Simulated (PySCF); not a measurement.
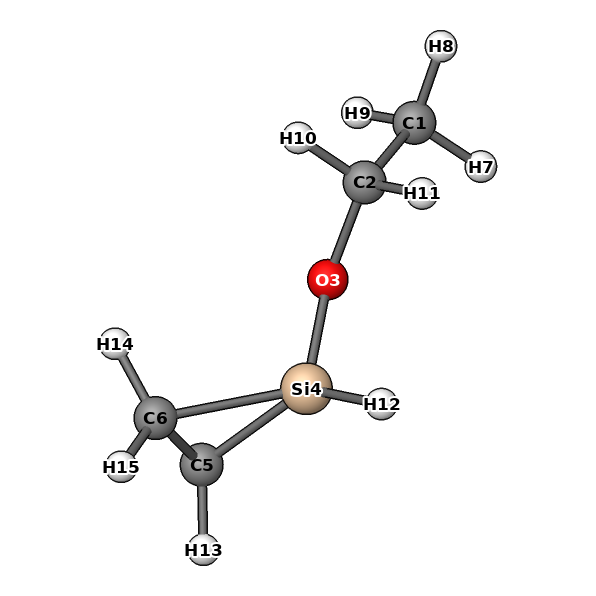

The questions are on Mulliken spin populations. The species is neutral and a spin doublet. The geometry was computed by an optimisation with GFN2-xTB. No frequency run is at hand to confirm it as a minimum. Level of theory: UKS B3LYP, pcH-1 on C H O Si, non-relativistic (PySCF 2.14.0).

Which atom carries the largest spin population?

Answer. C5 (0.68 e).

Which atom has the lowest spin population?

Answer. H13 (−0.03 e); a negative value comes from spin polarisation.

Give the Mulliken spin populations atom by atom.

```json
{"atom": "C1", "value (e)": "0.00"}
{"atom": "C2", "value (e)": "−0.01"}
{"atom": "O3", "value (e)": "0.02"}
{"atom": "Si4", "value (e)": "0.22"}
{"atom": "C5", "value (e)": "0.68"}
{"atom": "C6", "value (e)": "0.08"}
{"atom": "H7", "value (e)": "0.00"}
{"atom": "H8", "value (e)": "0.00"}
{"atom": "H9", "value (e)": "0.00"}
{"atom": "H10", "value (e)": "0.00"}
{"atom": "H11", "value (e)": "0.00"}
{"atom": "H12", "value (e)": "−0.02"}
{"atom": "H13", "value (e)": "−0.03"}
{"atom": "H14", "value (e)": "0.04"}
{"atom": "H15", "value (e)": "0.01"}
```

Mulliken values depend strongly on the basis set. The geometry is semi-empirical. Around Si such bond lengths and angles can be off by a tenth of an ångström or more and by several degrees, and values that hang on the shape move with them.
